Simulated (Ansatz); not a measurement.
**Run report: C$_{2}$H$_{7}$InO, single-point calculation**

- system: C$_{2}$H$_{7}$InO, SMILES C[CH](O)[InH2]
- method: RKS PBE0-D4/def2-TZVPP (Ansatz 0.2.0)

The geometry comes from this level: PBE0-D4/def2-TZVP.

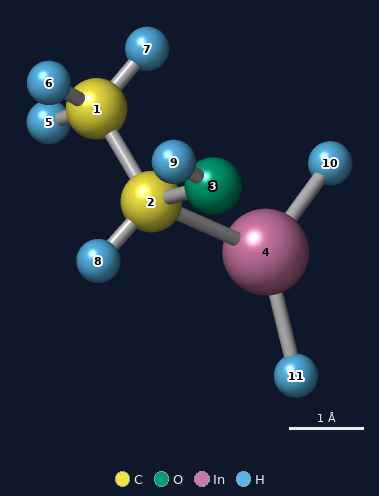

The input geometry (ball-and-stick view, seen at a tilt; atoms are numbered from 1 in the order of the input). Sticks mark near contacts.

The input
```yaml
crystal:
  periodic: [false, false, false]
  atoms:
    - {symbol: C, position_ang: [-0.702466, 1.110056, 0.397188]}
    - {symbol: C, position_ang: [-0.252977, -0.329796, 0.328316]}
    - {symbol: O, position_ang: [0.818582, -0.597539, 1.240406]}
    - {symbol: In, position_ang: [0.762006, -0.944481, -1.508724]}
    - {symbol: H, position_ang: [-1.530061, 1.294914, -0.294283]}
    - {symbol: H, position_ang: [-1.060161, 1.366891, 1.404858]}
    - {symbol: H, position_ang: [0.108285, 1.799076, 0.147783]}
    - {symbol: H, position_ang: [-1.099388, -0.993506, 0.544730]}
    - {symbol: H, position_ang: [0.540982, -0.362548, 2.132958]}
    - {symbol: H, position_ang: [1.727933, 0.235494, -2.327959]}
    - {symbol: H, position_ang: [0.687263, -2.578570, -2.065263]}
basis:
  gaussian: {orbitals: def2-TZVPP}
hamiltonian: {xc: pbe0, dispersion: d4}
output: {orbitals: {seedname: orbitals}}
```

Command:
```bash
ansatz run in.yaml --threads 4 --pin off --events-out ev --progress --plain --max-ram 10444MiB
```

Log
```
Functional definition: PBE0
  name "PBE0"
  cite "Adamo & Barone, J. Chem. Phys. 110, 6158 (1999) doi:10.1063/1.478522"
  cite "Perdew, Burke & Ernzerhof, Phys. Rev. Lett. 77, 3865 (1996) doi:10.1103/PhysRevLett.77.3865"
  parent pbe
  parameter a = 0.25
  parameter kappa = 0.804
  parameter beta = 0.06672455060314922
  exchange = (1 - a)*pbe_x(kappa = kappa, mu = beta*pi^2/3) + a*exact_x
  correlation = pbe_c(beta = beta)
1405 factors; their error is unknown
mean field evaluation 1: about -9395.8213 eV, gradient 6.4e1 eV
mean field evaluation 2: about -9385.5460 eV, gradient 9.2e1 eV
mean field evaluation 4: about -9404.5677 eV, gradient 4.9e0 eV
mean field evaluation 8: about -9404.6178 eV, gradient 1.4e-1 eV
mean field evaluation 16: about -9404.6563 eV, gradient 2.0e-4 eV
mean field -9404.65627156 eV, -345.6147432749 hartree, gradient 3.4e-5 eV, S^2 0.000000; 0 other end points of the search recorded, 0 dependent functions left out
reference -9404.65631839 eV, -345.6147449960 hartree; 24, 24 occupied and 217, 217 virtual orbitals, 1405 factors
Total energy: -9404.82444244 eV, -345.6209234407 hartree
```

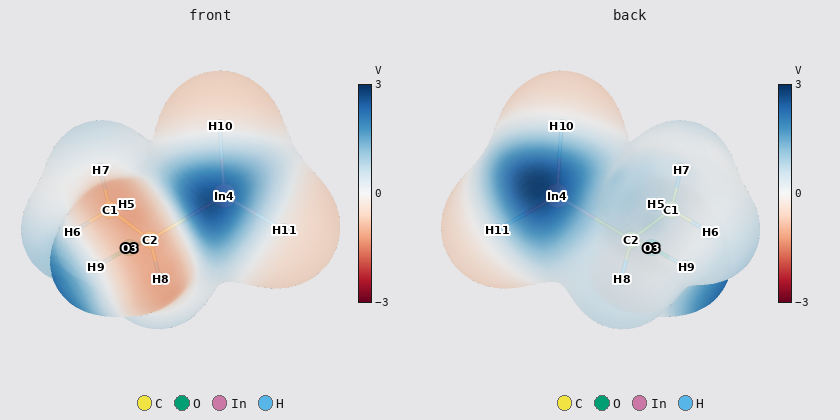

The electrostatic potential painted on the density surface at 0.002 e/bohr³, seen at a tilt and from behind; red is negative and blue positive.

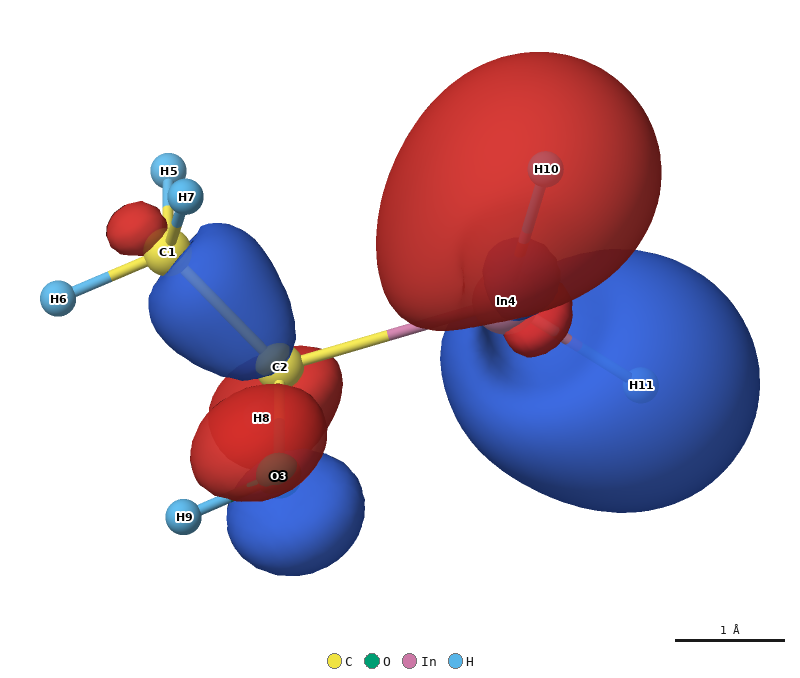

One frontier orbital at ±0.1 Å⁻³ᐟ² (red and blue are the two phases), seen face on. The HOMO−1, at −7.89 eV. By Hirshfeld shares it lies mainly on In4 (35 %), H11 (25 %) and H10 (25 %).

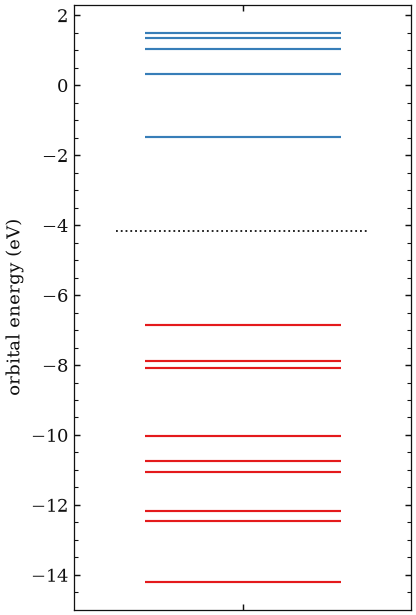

Orbital energies near the frontier; the dotted line parts filled from empty levels, and levels within 0.02 eV of each other stand side by side. Highest filled −6.85 eV, lowest empty −1.49 eV, 5.36 eV apart.

Key numbers

| quantity | value |
| --- | --- |
| outcome | converged |
| total energy | −9404.8244 eV |
| mean-field energy | −9404.6563 eV |
| dispersion energy | −0.1681 eV |
| SCF solution under orbital rotations | stable |
| HOMO | −6.85 eV |
| LUMO | −1.49 eV |
| hardware | 4 threads of Arm Neoverse V2, 23 GiB of memory available, shared host |
| wall time | 3.1 s (CPU time 12 s) |
| peak memory | 0.56 GiB |
